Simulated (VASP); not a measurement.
Band structure of Sn₂PbSe₃ (space group P-3m1). These are modified Becke-Johnson potential (mBJ) with spin-orbit coupling, VASP's PBE PAW potentials (set 64) (plane waves; VASP) values and carry that method's errors.

mBJ is a potential without an energy functional, so only the levels count.

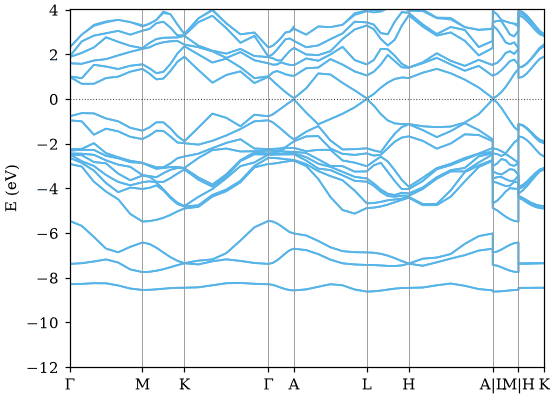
Figure. Bands along high-symmetry lines, zero at the valence-band maximum or, without a gap, the Fermi level

Problem. Read the plot: is there a gap, and where are the band edges?

Solution. The gap is direct, 0.03 eV, from the valence maximum at L to the conduction minimum at L.

The structure comes from a computed database's Sn2PbSe3 entry (P-3m1); how it stands against other phases isn't given here. It was relaxed first. The k-mesh is coarse (spacing up to 0.42 per Å, 2π included), so the numbers may not be converged in it. The cell's shape comes from a PBE relaxation.
